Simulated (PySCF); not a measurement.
Input

```
{"job": {"kind": "nmr", "xc": "PBE0", "basis": "pcSseg-1"}, "charge": 0, "multiplicity": 1}
C     -1.293676    -0.544396     1.393379
N     -1.834054    -0.349957     0.083092
C     -1.728040     1.019288    -0.332260
B     -1.587223    -1.413905    -0.944934
N     -0.077938    -1.285566    -1.241487
C      0.956781    -0.790055    -1.108205
C      2.246516    -0.216528    -0.957442
Si     2.514267     0.425595     0.842564
H     -0.199447    -0.338937     1.433740
H     -1.458707    -1.572661     1.707498
H     -1.776426     0.129042     2.109535
H     -2.221505     1.145701    -1.293067
H     -2.205380     1.677686     0.400775
H     -0.673264     1.346067    -0.436440
H     -1.735869    -2.513955    -0.523467
H     -2.129753    -1.196568    -1.979038
H      3.003888    -0.963996    -1.201141
H      2.351836     0.609447    -1.663246
H      1.617091     1.552966     1.068338
H      2.308832    -0.685112     1.765696
H      3.913151     0.863733     0.875640
```

Command:

```sh
OMP_NUM_THREADS=1 python probes_run.py task.json out
```

Geometry: GFN2-xTB.

The calculation used PBE0/pcSseg-1, SCF density, gas phase, non-relativistic (PySCF).

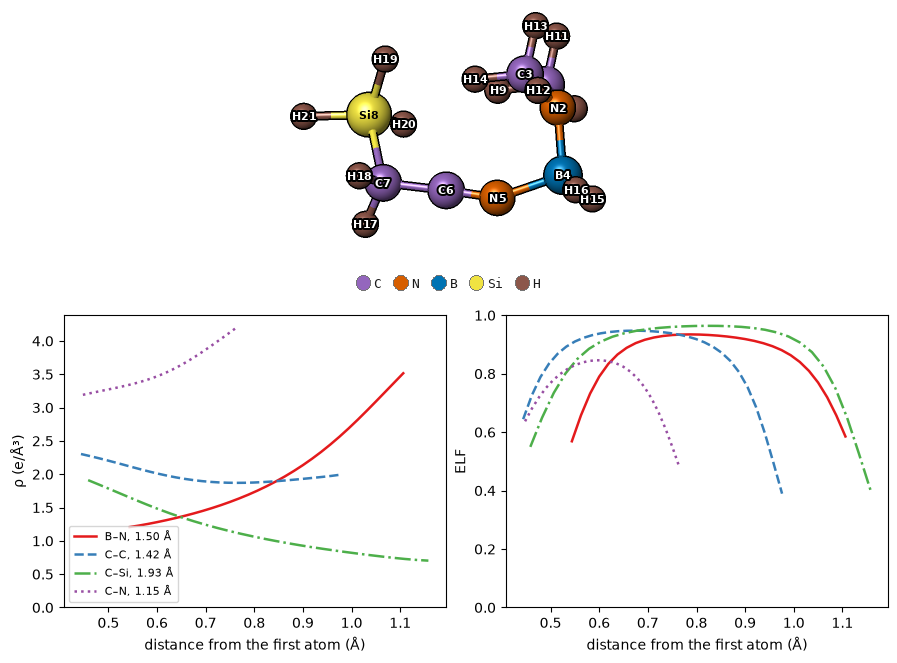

C4H13BN2Si (SMILES CN(C)[BH2-][N+]#CC[SiH3]). Electron density and electron localisation function along straight lines between neighbouring atoms. The curves leave out the atomic cores. The structure is drawn too.

Compare the contacts.

B–N (1.50 Å): ρ is about 1.6 e/Å³ halfway; the ELF peaks at about 0.95 between the atoms, as expected for a polar covalent bond.
C–C (1.42 Å): the density is about 1.9 e/Å³ at the midpoint; the ELF peaks at about 0.95 between the atoms (a covalent bond).
C–Si (1.93 Å): ρ is about 0.86 e/Å³ halfway; the ELF peaks at about 0.95 between the atoms, as expected for a shared electron pair.
C–N (1.15 Å): ρ is about 3.4 e/Å³ halfway; the ELF peaks at about 0.85 between the atoms (a multiple bond).
